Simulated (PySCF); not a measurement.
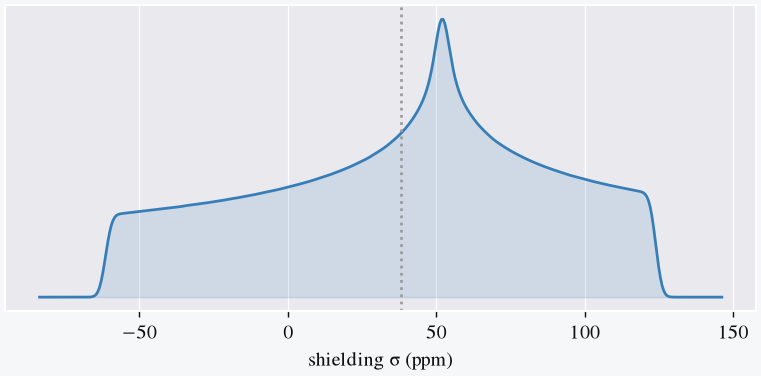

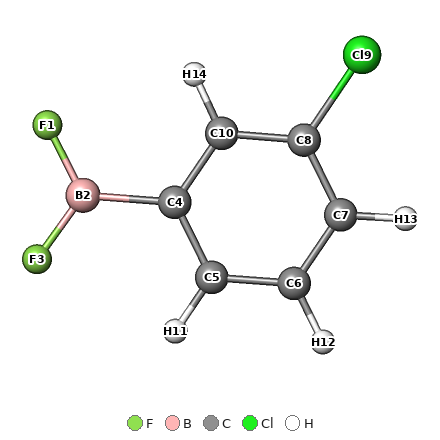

Static powder pattern (¹³C) from GIAO shielding tensors of C₆H₄BClF₂, SMILES FB(F)c1cccc(Cl)c1, PBE0/pcSseg-1 in PySCF, at a PBE0-D3(BJ)/def2-SVP geometry (no frequency check); absolute shielding, one fixed geometry of the isolated molecule without any motion, no dipolar terms. The dotted line is the isotropic value; skew is 3(σiso − σ22)/span.

The pattern belongs to C8. Give the principal values, span and skew.

Answer. C8: σ11, σ22, σ33 = −61, 52, 124 ppm, isotropic 38, span 185 ppm, skew −0.22.

Caveats: one conformer of a flexible molecule.
